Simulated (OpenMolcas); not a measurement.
**Run report: CH$_{5}$AlO$_{2}$ (charge +1), single-point calculation (part 1 of 4)**

- system: CH$_{5}$AlO$_{2}$, charge +1, multiplicity 2
- method: BHLYP/def2-SVP, UKS (OpenMolcas 26.06)

The geometry is that of the parent species in another charge or spin state. The geometry comes from this level: PBE0-D4/def2-TZVP.

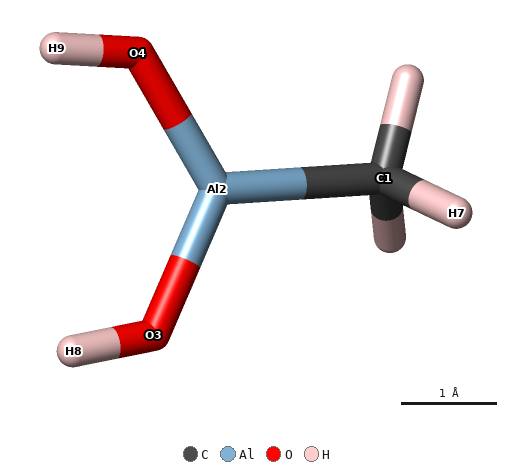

Figure 1. The structure (stick view, seen at a tilt; atoms are numbered from 1 in the order of the input). Sticks mark near contacts.

### Input
```
* CH5AlO2 Kohn-Sham DFT

&GATEWAY
  BASLIB=$CurrDir
  COORD=struct.xyz
  BASIS=def2-SVP
  GROUP=NoSym

&SEWARD
  GRIDINPUT
  Grid=UltraFine
  End of Grid

&SCF
  UHF
  CHARGE=1
  SPIN=2
  KSDFT=HYB_GGA_XC_BHANDHLYP
  THRESHOLDS=1e-10 1e-07 1e-07 1e-05
  PRORBITALS=1 2
```

### File struct.xyz
```
9

C     -0.025110     1.109820    -1.034090
Al    -0.001290    -0.302910     0.285630
O      0.957740    -1.672870    -0.006720
O     -0.933740    -0.131550     1.694140
H     -0.226970     0.712350    -2.032300
H     -0.780650     1.863510    -0.803740
H      0.945840     1.611200    -1.084700
H      1.048330    -2.422320     0.577320
H     -0.984140    -0.767250     2.404460
```

Run on 1 thread of Arm Neoverse V1, 24 GiB of memory available, shared host.

Command:
```bash
export MOLCAS_MEM=1860
pymolcas run.inp > run.log
```

### Output
```
--- Start Module: gateway ---

                                              &GATEWAY

                       available to each process: 1.9 GB of memory, 1 thread

 Basis Set     1 Label: C.DEF2-SVP
 Basis set is read from library:.
 basistype.tbl is not found

 Basis Set     2 Label: AL.DEF2-SVP
 Basis set is read from library:.
 basistype.tbl is not found

 Basis Set     3 Label: O.DEF2-SVP
 Basis set is read from library:.
 basistype.tbl is not found

 Basis Set     4 Label: H.DEF2-SVP
 Basis set is read from library:.
 basistype.tbl is not found

++    Symmetry information:
      ---------------------

                    Character Table for C1

                             E
                    a        1  x, y, xy, Rz, z, xz, Ry, yz, Rx, I
--

++    Basis set information:
      ----------------------

      Basis set label: C.DEF2-SVP.........

      Electronic valence basis set:
      ------------------
      Associated Effective Charge   6.000000 au
      Associated Actual Charge      6.000000 au
      Nuclear Model: Point charge

      Shell  nPrim  nBasis  Cartesian Spherical Contaminant
         s       7       3        X
         p       4       2        X
         d       1       1                 X

      Basis set label: AL.DEF2-SVP.........

      Electronic valence basis set:
      ------------------
      Associated Effective Charge  13.000000 au
      Associated Actual Charge     13.000000 au
      Nuclear Model: Point charge

      Shell  nPrim  nBasis  Cartesian Spherical Contaminant
         s      10       4        X
         p       7       3        X
         d       1       1                 X

      Basis set label: O.DEF2-SVP.........

      Electronic valence basis set:
      ------------------
      Associated Effective Charge   8.000000 au
      Associated Actual Charge      8.000000 au
      Nuclear Model: Point charge

      Shell  nPrim  nBasis  Cartesian Spherical Contaminant
         s       7       3        X
         p       4       2        X
         d       1       1                 X

      Basis set label: H.DEF2-SVP.........

      Electronic valence basis set:
      ------------------
      Associated Effective Charge   1.000000 au
      Associated Actual Charge      1.000000 au
      Nuclear Model: Point charge

      Shell  nPrim  nBasis  Cartesian Spherical Contaminant
         s       4       2        X
         p       1       1        X
--

++    Molecular structure info:
      -------------------------

                    ************************************************
                    **** Cartesian Coordinates / bohr, angstrom ****
                    ************************************************

     Center  Label                x              y              z                     x              y              z
        1      C1              -0.047451       2.097256      -1.954147             -0.025110       1.109820      -1.034090
        2      AL2             -0.002438      -0.572417       0.539762             -0.001290      -0.302910       0.285630
        3      O3               1.809866      -3.161266      -0.012699              0.957740      -1.672870      -0.006720
        4      O4              -1.764513      -0.248593       3.201461             -0.933740      -0.131550       1.694140
        5      H5              -0.428911       1.346146      -3.840490             -0.226970       0.712350      -2.032300
        6      H6              -1.475215       3.521524      -1.518848             -0.780650       1.863510      -0.803740
        7      H7               1.787379       3.044727      -2.049786              0.945840       1.611200      -1.084700
        8      H8               1.981057      -4.577521       1.090977              1.048330      -2.422320       0.577320
        9      H9              -1.859755      -1.449892       4.543771             -0.984140      -0.767250       2.404460

                    ***************************************
                    *    InterNuclear Distances / bohr    *
                    ***************************************

               1 C1            2 AL2           3 O3            4 O4            5 H5            6 H6
    1 C1       0.000000
    2 AL2      3.653596        0.000000
    3 O3       5.905159        3.208084        0.000000
    4 O4       5.918750        3.208490        5.620558        0.000000
    5 H5       2.065906        4.800977        6.323044        7.342758        0.000000
    6 H6       2.063137        4.813242        7.597363        6.048040        3.349185        0.000000
    7 H7       2.067232        4.795095        6.531813        7.144052        3.317188        3.339722
    8 H8       7.611851        4.503215        1.803659        6.101070        8.075714        9.184309
    9 H9       7.621656        4.500186        6.095600        1.803881        8.953267        7.849726

               7 H7            8 H8            9 H9
    7 H7       0.000000
    8 H8       8.246246        0.000000
    9 H9       8.773721        6.037854        0.000000

                    *******************************************
                    *    InterNuclear Distances / angstrom    *
                    *******************************************

               1 C1            2 AL2           3 O3            4 O4            5 H5            6 H6
    1 C1       0.000000
    2 AL2      1.933400        0.000000
    3 O3       3.124875        1.697645        0.000000
    4 O4       3.132068        1.697860        2.974271        0.000000
    5 H5       1.093231        2.540568        3.346011        3.885620        0.000000
    6 H6       1.091765        2.547058        4.020351        3.200485        1.772312        0.000000
    7 H7       1.093932        2.537455        3.456486        3.780470        1.755380        1.767305
    8 H8       4.028018        2.382999        0.954455        3.228547        4.273484        4.860127
    9 H9       4.033207        2.381396        3.225653        0.954573        4.737865        4.153896

               7 H7            8 H8            9 H9
    7 H7       0.000000
    8 H8       4.363725        0.000000
    9 H9       4.642853        3.195095        0.000000

                    **************************************
                    *    Valence Bond Angles / degree    *
                    **************************************
                          Atom centers                 Phi
                      5 H5       1 C1       6 H6       108.41
                      5 H5       1 C1       7 H7       106.76
                      6 H6       1 C1       7 H7       107.91
--

            Nuclear Potential Energy            158.33293101 au

--- Stop Module: gateway /rc=_RC_ALL_IS_WELL_ ---

--- Start Module: seward ---

                                              &SEWARD

                       available to each process: 1.9 GB of memory, 1 thread

               SEWARD will generate:
                  Multipole Moment integrals up to order  2
                  Kinetic Energy integrals
                  Nuclear Attraction integrals (point charge)
                  One-Electron Hamiltonian integrals
                  Velocity integrals
                  Orbital angular momentum around (  0.0012  -0.5646   0.5306 )
                  Velocity quadrupole around (  0.0012  -0.5646   0.5306 )
                  Two-Electron Repulsion integrals

                   Integrals are discarded if absolute value <: 1.00E-14
                   Integral cutoff threshold is set to       <: 1.00E-16

            Nuclear Potential Energy            158.33293101 au

      Basis set specifications :
      Symmetry species         a
      Basis functions           85

--- Stop Module: seward /rc=_RC_ALL_IS_WELL_ ---
--- Module seward spent 2 seconds ---

--- Start Module: scf ---

                                                &SCF

                       available to each process: 1.9 GB of memory, 1 thread

++    Input section:
      --------------

      Header of the integral files:

      Cartesian coordinates in angstrom:
      -----------------------------------------------------
      No.  Label        X            Y            Z
      -----------------------------------------------------
       1   C1        -0.02511000   1.10982000  -1.03409000
       2   AL2       -0.00129000  -0.30291000   0.28563000
       3   O3         0.95774000  -1.67287000  -0.00672000
       4   O4        -0.93374000  -0.13155000   1.69414000
       5   H5        -0.22697000   0.71235000  -2.03230000
       6   H6        -0.78065000   1.86351000  -0.80374000
       7   H7         0.94584000   1.61120000  -1.08470000
       8   H8         1.04833000  -2.42232000   0.57732000
       9   H9        -0.98414000  -0.76725000   2.40446000
      -----------------------------------------------------
      Nuclear repulsion energy =  158.33293101
--

++    Orbital specifications:
      -----------------------

      Symmetry species               1
                                     a
      Frozen orbitals                0
      Start temperature = 0.500
      End temperature   = 0.010
      Temperature Factor= 0.460
      Deleted orbitals               0
      Total number of orbitals      85
      Number of basis functions     85
--

      Molecular charge                           1.000

      Numerical integration parameters
      --------------------------------
      Radial quadrature type:                         MHL
      Size of radial grid:                            99
      Lebedev angular grid:                           41
      Angular grid pruned with the crowding factor:  1.00E+10
                                 and fading factor:  1.00E+01
      Screening threshold for integral computation:   1.00E-11
      Radial quadrature accuracy:                     1.00E-25
      Maximum batch size:                             128
      AO values are stored on disk
      The same grid will be used for all iterations.

      DFT functional specifications
      -----------------------------
      Using Libxc version: 6.2.2
      Please cite the following reference:
      S. Lehtola, C. Steigemann, M. J.T. Oliveira, and M. A.L. Marques.,  SoftwareX 7, 1–5 (2018) doi:10.1016/j.softx.2017.11.002

      * BHandHLYP
        - Defined through Gaussian implementation. doi:

++    Optimization specifications:
      ----------------------------

      SCF Algorithm: Conventional USCF
      D(i)-D(i-1) density differences are used
      Number of density matrices in core                 5
      Maximum number of NDDO SCF iterations            400
      Maximum number of HF SCF iterations              400
      Threshold for SCF energy change             1.00E-10
      Threshold for density matrix                1.00E-07
      Threshold for Fock matrix                   1.00E-07
      Threshold for linear dependence             1.00E-09
      Threshold at which DIIS is turned on        1.50E-01
      Maximum depth in the DIIS procedure                5
      Maximum depth in the BFGS Hessian update          30
      Threshold at which QNR/C2DIIS is turned on  7.50E-02
      Threshold for Norm(delta) (QNR/C2DIIS)      1.00E-05
      All orbitals punched on: UHFORB
--

      Input vectors read from INPORB
      Orbital file label: *Guess orbitals

++ Convergence information
                               UHF [...]      iterations: Energy and convergence statistics

Iter     Tot. [...]      One-elec.       Two-elec.     Energy      Max Dij or  Max Fij      DNorm      TNorm      AccCon     Time
         Energy          Energy          Energy        Change      Delta Norm                                                in Sec.
   1  -427.373248050  -911.015351717   325.309172653   0.00E+00    1.71E-01*   5.54E-01*    9.14E+00   1.41E+02   None         3.
   2  -427.929807208  -929.912355593   343.649617371  -5.57E-01*   2.29E-01*   4.94E-01*    6.76E+00   1.44E+02   EDIIS        2.
   3  -428.468021521  -913.718648964   326.917696429  -5.38E-01*   1.32E-01*   2.84E-01*    5.03E+00   1.42E+02   EDIIS        2.
   4  -432.971224140  -929.711119681   338.406964527  -4.50E+00*   4.05E-01*   2.35E-01*    4.89E+00   1.44E+02   EDIIS        2.
   5  -432.532437457  -921.221733241   330.356364770   4.39E-01*   5.85E-02*   1.72E-01*    2.32E+00   1.42E+02   EDIIS        2.
   6  -433.289109137  -925.420523525   333.798483375  -7.57E-01*   1.02E-01*   8.48E-02*    5.59E-01   1.43E+02   EDIIS        2.
   7  -433.279114652  -927.800702038   336.188656372   9.99E-03*   6.21E-02*   5.03E-02*    1.12E+00   1.43E+02   EDIIS        2.
   8  -433.374711789  -926.729812333   335.022169530  -9.56E-02*   9.24E-02*   6.22E-02*    6.38E-01   1.43E+02   EDIIS        2.
   9  -433.379815632  -926.579151413   334.866404767  -5.10E-03*   5.56E-02*   3.33E-02*    3.46E-01   1.43E+02   EDIIS        2.

       Fermi aufbau procedure completed!
      nOcc(alpha)=   20
      nOcc(beta) =   19

  10  -433.379920510  -926.966867973   335.254016449  -1.05E-04*   1.02E-02*   1.11E-02*    2.09E-01   1.43E+02   c2DIIS       2.
  11  -433.382919823  -926.637014247   334.921163410  -3.00E-03*   1.93E-02*   2.46E-03*    4.02E-02   1.43E+02   QNRc2DIIS    2.
  12  -433.382960346  -926.748990396   335.033099036  -4.05E-05*   9.58E-03*   2.04E-03*    2.44E-02   1.43E+02   QNRc2DIIS    2.
  13  -433.382992085  -926.696563528   334.980640429  -3.17E-05*   7.44E-03*   4.39E-04*    1.13E-02   1.43E+02   QNRc2DIIS    2.
  14  -433.382995536  -926.686127842   334.970201292  -3.45E-06*   2.55E-03*   3.95E-04*    8.24E-03   1.43E+02   QNRc2DIIS    2.
  15  -433.382996981  -926.690838575   334.974910580  -1.45E-06*   2.11E-03*   6.30E-05*    2.96E-03   1.43E+02   QNRc2DIIS    2.
  16  -433.382997125  -926.691429084   334.975500946  -1.44E-07*   7.73E-04*   1.69E-05*    2.20E-03   1.43E+02   QNRc2DIIS    2.
  17  -433.382997142  -926.691723160   334.975795004  -1.73E-08*   9.00E-04*   1.83E-05*    7.39E-04   1.43E+02   QNRc2DIIS    2.
  18  -433.382997155  -926.691750307   334.975822138  -1.33E-08*   5.48E-04*   1.61E-05*    8.41E-04   1.43E+02   QNRc2DIIS    2.
  19  -433.382997164  -926.691516606   334.975588428  -8.77E-09*   7.34E-04*   1.02E-05*    5.12E-04   1.43E+02   QNRc2DIIS    2.
  20  -433.382997170  -926.691512654   334.975584469  -6.32E-09*   6.79E-04*   5.27E-06*    6.74E-04   1.43E+02   QNRc2DIIS    2.
  21  -433.382997173  -926.691520283   334.975592095  -3.03E-09*   5.33E-05*   2.30E-06*    6.22E-04   1.43E+02   QNRc2DIIS    2.
  22  -433.382997174  -926.691589534   334.975661347  -2.02E-10*   1.93E-05*   1.71E-06*    5.63E-05   1.43E+02   QNRc2DIIS    2.
  23  -433.382997174  -926.691576872   334.975648684  -5.45E-11    3.08E-05*   1.63E-06*    1.81E-05   1.43E+02   QNRc2DIIS    2.
  24  -433.382997174  -926.691586116   334.975657928  -6.03E-11    1.54E-05*   1.53E-06*    2.81E-05   1.43E+02   QNRc2DIIS    2.
  25  -433.382997174  -926.691574787   334.975646599   1.18E-11*   3.45E-06    1.53E-06*    1.53E-05   1.43E+02   QNRc2DIIS    2.
  26  -433.382997174  -926.691575239   334.975647051  -7.96E-12    2.00E-05*   1.51E-06*    3.09E-06   1.43E+02   QNRc2DIIS    2.
  27  -433.382997174  -926.691569265   334.975641078  -4.02E-11    1.21E-05*   1.44E-06*    1.81E-05   1.43E+02   QNRc2DIIS    2.
  28  -433.382997174  -926.691570364   334.975642176  -2.30E-11    1.06E-05*   1.39E-06*    1.08E-05   1.43E+02   QNRc2DIIS    2.
  29  -433.382997174  -926.691570489   334.975642302  -1.81E-11    3.14E-04*   1.34E-06*    9.49E-06   1.43E+02   QNRc2DIIS    2.
  30  -433.382997174  -926.691569164   334.975640976  -2.74E-10*   4.79E-06    2.87E-07*    2.81E-04   1.43E+02   QNRc2DIIS    2.
  31  -433.382997174  -926.691570727   334.975642539   9.09E-13*   1.90E-05*   2.34E-07*    4.46E-06   1.43E+02   QNRc2DIIS    2.
  32  -433.382997174  -926.691570211   334.975642023  -4.32E-12    7.60E-07    5.16E-08     1.65E-05   1.43E+02   QNRc2DIIS    2.

       Convergence after  32 Iterations
--

 *****************************************************************************************************************************
 *                                             SCF/KS-DFT Program, Final results                                             *
 *                                                       Final Results                                                       *
 *****************************************************************************************************************************

::    Total KS-DFT energy                            -433.3829971740
      One-electron energy                            -926.6915702107
      Two-electron energy                             334.9756420226
      Nuclear repulsion energy                        158.3329310140
      Kinetic energy (interpolated)                   431.2711424603
      Virial theorem                                    1.0048968143
      Total spin, S(S+1)                                0.7528879500
      Total spin, S                                     0.5014429340
      Max non-diagonal density matrix element           0.0000005078
      Max non-diagonal Fock matrix element              0.0000000204

      All orbitals with orbital energies smaller than  E(LUMO)+0.5 are printed

++    Molecular orbitals:
      -------------------

      Title: UKS-DFT orbitals (alpha)

      Molecular orbitals for symmetry species 1: a
```
